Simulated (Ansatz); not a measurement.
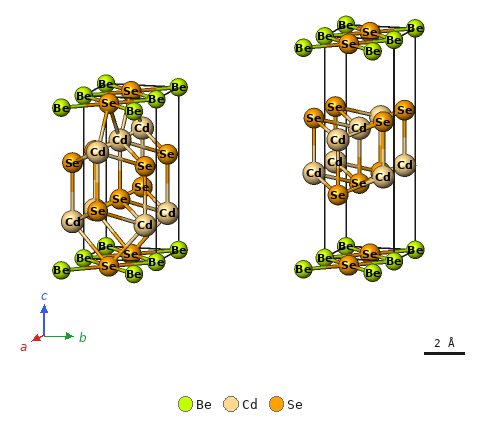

Two geometries of crystalline BeCd2Se3 (a generated structure, set up in P-4m2) (coarse preliminary run), drawn at one scale. One is the start of a relaxation, the other its converged end. A ball-and-stick model of the cell of the calculation, repeated 2 × 1 × 1 with one cell outlined, seen slightly off an axis.

The calculation used DFT PBE, scalar-relativistic, plane waves, PAW in Ansatz 0.2.0. Set-up: plane-wave cutoff 420 eV; k-point mesh 4 × 4 × 2; occupations gaussian; smearing width 0.1 eV; no spin polarisation; cell and atoms relaxed; force threshold 0.04 eV/Å; at most 70 steps.

Which one is relaxed?

The right one is the relaxed one. The largest moves relative to the cell, 1.66 Å, are those of Cd atoms. By element the largest moves are Cd 1.66 Å, Se 0.36 Å. Be stays in place. The volume changes by +23.9 %, with a = b 3.887 → 3.709 Å (−4.6 %), c 8.447 → 11.494 Å (+36.1 %). Some distances before and after: Cd–Se 2.949 → 5.036 Å, Cd–Se 3.061 → 2.864 Å, Cd–Se 2.908 → 2.723 Å, Be–Se 2.749 → 2.622 Å. Bonds break: Cd–Se (2.95 → 5.04 Å). Bond angles that change, for instance: Se–Cd–Se 71.0° → 105.6°, Cd–Se–Cd 109.0° → 74.4°, Se–Cd–Se 141.9° → 148.7°. The space group stays P-4m2 (No. 115). The energy falls by 1.257 eV per cell of the calculation in 15 accepted moves (17 points after the start). Largest force component: 0.79 eV/Å at the start, 0.011 eV/Å at the end. Pressure: −1.23 GPa at the start and 0.05 GPa at the end. At 2 points the geometry stayed and the basis and grid were re-selected for the new cell (energy shift of 49.0 meV per cell of the calculation at most each time).

Limits of the set-up: the k-point mesh is coarse for a cell with partly filled bands.
